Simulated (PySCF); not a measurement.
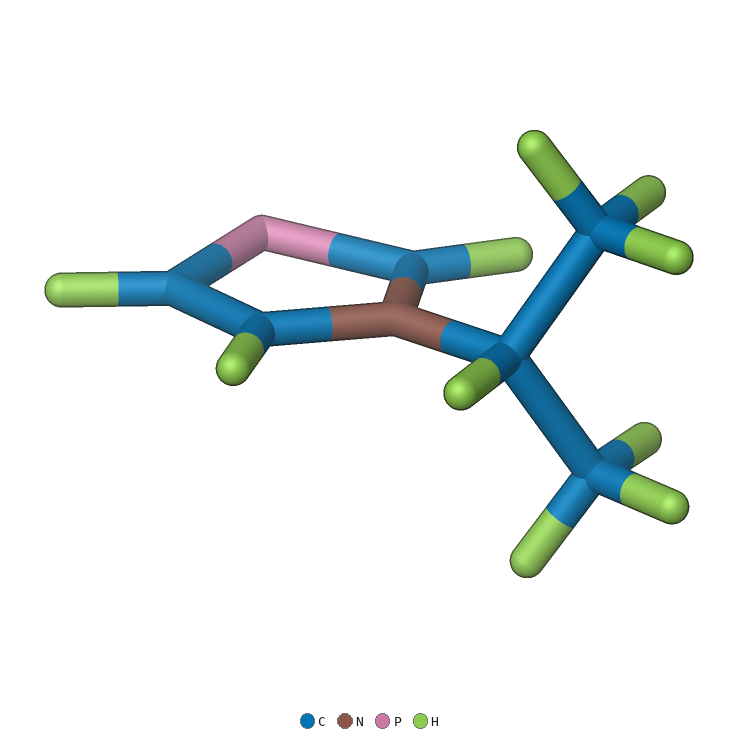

The computed structure is the end point of a GFN2-xTB optimisation. No frequency run is at hand to confirm it as a minimum. Method: CAM-B3LYP/def2-SVPD, gas phase (PySCF 2.14.0). Excitations: vertical, linear response.

What does the calculation give?

The species is C₆H₁₀NP (`CC(C)n1ccpc1`).
- dipole moment: 4.00 D
- HOMO energy (Kohn–Sham orbital): −7.39 eV
- LUMO energy (Kohn–Sham orbital): 1.04 eV
- HOMO–LUMO gap: 8.43 eV
- mean static polarisability: 99.9 bohr³
- lowest vertical singlet excitation: 5.55 eV
- its oscillator strength: 0.136
- brightest of the 8 lowest singlets: 6.53 eV
- its oscillator strength: 0.20

The geometry is semi-empirical. Around P such bond lengths and angles can be off by a tenth of an ångström or more and by several degrees, and values that hang on the shape move with them.
